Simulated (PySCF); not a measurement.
# PH (SMILES [PH]) at USVWN5/ccECP-cc-pVDZ (core potential)

Aim: the energy change on altering one bond length of PH at USVWN5/ccECP-cc-pVDZ (core potential), from 2 runs. 

Program for the calculation: PySCF 2.14.0.

6 further runs of the same task are left out: 6 set aside as unsound or not needed.

## Step 1: Starting point

The species is PH (2 atoms), meant as a triplet with charge 0. As SMILES, `[PH]`. Geometry: relaxed at GFN2-xTB.

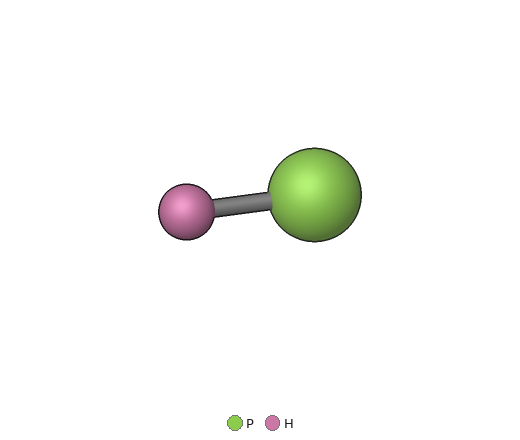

The structure, seen from a chosen angle (phosphorus green, hydrogen pink).

## Step 2: A single-point energy at USVWN5/ccECP-cc-pVDZ (core potential)

File calc.py:

```python
from pyscf import gto, dft

mol = gto.Mole()
mol.atom = '''
P        0.000000       0.000000       0.000000
H        0.000000       0.000000       1.399070
'''
mol.basis = 'ccecp-cc-pvdz'
mol.max_memory = 1860
mol.spin = 2
mol.ecp = 'ccecp'
mol.verbose = 3
mol.build()

myscf = dft.UKS(mol)
myscf.xc = 'svwn'
myscf.grids.level = 5
myscf.conv_tol = 1e-10
myscf.kernel()
if not myscf.converged:
    myscf = myscf.newton().run(myscf.mo_coeff, myscf.mo_occ)

energy = myscf.e_tot
print('E(%s) = %.9f' % ('SVWN5', energy))
```

The run is started by

```sh
$ OMP_NUM_THREADS=1 python calc.py
```

Output:

```text
WARN: HOMO -0.198906027555213 >= LUMO -0.198906027555214

converged SCF energy = -7.00622405464876  <S^2> = 2.0032189  2S+1 = 3.0021452
E(SVWN5) = -7.006224055
```

Wall time 1.3 s (1 thread of Arm Neoverse V1, shared host); peak memory 0.13 GiB.

## Step 3: The distorted shape

File mol.xyz:

```xyz
2

P      0.000000     0.000000    -2.518330
H      0.000000     0.000000     1.399070
```

File input.py:

```python
from pyscf import gto, dft

system = gto.M(
    atom='mol.xyz',
    basis='ccecp-cc-pvdz',
    max_memory=1860,
    charge=0,
    ecp={'P': 'ccecp', 'H': 'ccecp'},
    verbose=4,
    spin=2,
)

mf = dft.UKS(system)
mf.xc = 'svwn'
mf.conv_tol = 1e-10
mf.grids.level = 5
mf.kernel()
if not mf.converged:
    mf = mf.newton().run(mf.mo_coeff, mf.mo_occ)

e_final = mf.e_tot
print(f'total energy: {e_final:.8f} hartree')
```

The run is started by

```sh
$ OMP_NUM_THREADS=1 python input.py
```

Output:

```text
PySCF version 2.14.0

[INPUT] num. atoms = 2
[INPUT] num. electrons = 6
[INPUT] charge = 0
[INPUT] spin (= nelec alpha-beta = 2S) = 2
[INPUT] symmetry False subgroup None
[INPUT] Mole.unit = angstrom
[INPUT] Symbol           X                Y                Z      unit          X                Y                Z       unit  Magmom
[INPUT]  1 P      0.000000000000   0.000000000000  -2.518330000000 AA    0.000000000000   0.000000000000  -4.758953991276 Bohr   0.0
[INPUT]  2 H      0.000000000000   0.000000000000   1.399070000000 AA    0.000000000000   0.000000000000   2.643859129095 Bohr   0.0

nuclear repulsion = 0.675418914228825
number of shells = 8
number of NR pGTOs = 61
number of NR cGTOs = 18
basis = ccecp-cc-pvdz
ecp = {'P': 'ccecp', 'H': 'ccecp'}

[... 105 lines left out ...]
converged SCF energy = -6.88609077617478  <S^2> = 2.9756208  2S+1 = 3.5920027
total energy: -6.88609078 hartree
```

Run time: 2.2 s. Hardware: 1 thread of Arm Neoverse V1, shared host; peak memory 0.13 GiB.

## Step 4: What came out

Level: USVWN5/ccECP-cc-pVDZ (core potential).

| quantity | value |
| --- | --- |
| first shape: total energy | -7.00622 Eh |
| first shape: dipole moment | 0.75 D |
| first shape: HOMO energy (highest over α and β) | -5.99 eV |
| first shape: LUMO energy (lowest over α and β) | -4.10 eV |
| first shape: ⟨S²⟩ | 2.003 |
| distorted shape: total energy | -6.88609 Eh |
| distorted shape: dipole moment | 0.03 D |
| distorted shape: HOMO energy (highest over α and β) | -6.21 eV |
| distorted shape: LUMO energy (lowest over α and β) | -3.87 eV |
| distorted shape: ⟨S²⟩ | 2.976 |
| energy change with the P1–H2 bond stretched from 1.399 to 3.917 Å | 3.269 eV |

**Reading.** With the P1–H2 bond stretched from 1.399 to 3.917 Å the energy rises by 3.27 eV (315 kJ/mol). The first shape isn't relaxed at this level, so the change isn't measured from a minimum. ⟨S²⟩ (distorted shape) is 2.98 where a pure triplet has 2.00: the reference is spin-contaminated.
